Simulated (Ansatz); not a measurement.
## Nb3Sn (Pm-3n): the Drude term of Re ε in the infrared

Re ε of Nb3Sn (Pm-3n) at low photon energies is read from one computed spectrum; the carriers' damping was typed as γ = 0.05 eV.

Cell: a, b, c = 5.282, 5.282, 5.282 Å (primitive vectors), 8 atoms.

Method: Ansatz 0.2.0, PBE, independent particles, k-mesh 4×4×4 with interpolation inside its cells, Gaussian parameter 0.15 eV.

Launch of the response step: `ansatz run input.yaml --threads 4 --pin off --max-ram 8192MiB --backend cpu --events-out ev --progress --plain --runs-dir out`. The run took 42 s, on 4 threads of AMD EPYC 9R14 (Zen 4), on a shared host.

| photon energy E (eV) | wavelength (µm) | Re ε |
| --- | --- | --- |
| 0.25 | 4.96 | ? |
| 0.30 | 4.13 | -122.8 |
| 0.35 | 3.54 | -96.8 |
| 0.40 | 3.10 | -76.7 |
| 0.50 | 2.48 | -49.4 |
| 0.60 | 2.07 | -32.8 |
| 0.70 | 1.77 | -21.6 |

A Drude term over a constant background gives Re ε = ε_b − ωp²/(E² + γ²), linear in 1/(E² + γ²).

Working, on the rows shown:

| x = 1/(E² + γ²) (eV⁻²) | y = Re ε |
| --- | --- |
| 10.8108 | -122.8 |
| 8 | -96.8 |
| 6.15385 | -76.7 |
| 3.9604 | -49.4 |
| 2.75862 | -32.8 |
| 2.03046 | -21.6 |

Means: x̄ = 5.619, ȳ = -66.683. Σ(x − x̄)(y − ȳ) = -655.8, Σ(x − x̄)² = 56.72. Slope = -655.8 / 56.72 = -11.56; intercept = ȳ − slope · x̄ = -1.7183. The line misses the rows shown by at most 3.9.

Question: Fill in the last column of the withheld row.

Answer: At x = 15.385 the line gives y = -179.59. The run gave -155.5, so the extrapolation is off by 24, 18 % of the range in the table. Beyond its data the fit drifts from the curve.

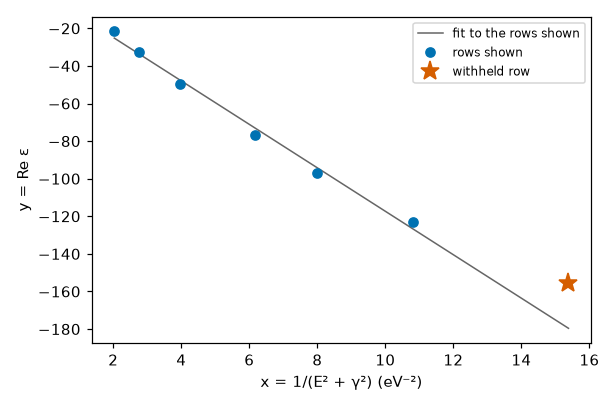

Refitted with all rows, the slope is -10.11 and the intercept -8.4914. These give ωp = √(−slope) = 3.18 eV, against 3.51 eV from the program's Fermi-surface sum, and an intercept of -8.5. Taking the program's Drude term off the rows leaves 34 at the lowest energy and 3 at the highest, so the background isn't constant: interband transitions lie in or near the window, and neither fitted number can be trusted. The values come from a sum over the points of one k-mesh and carry its error, which is largest for Fermi-surface quantities. Spin-orbit coupling is left out.
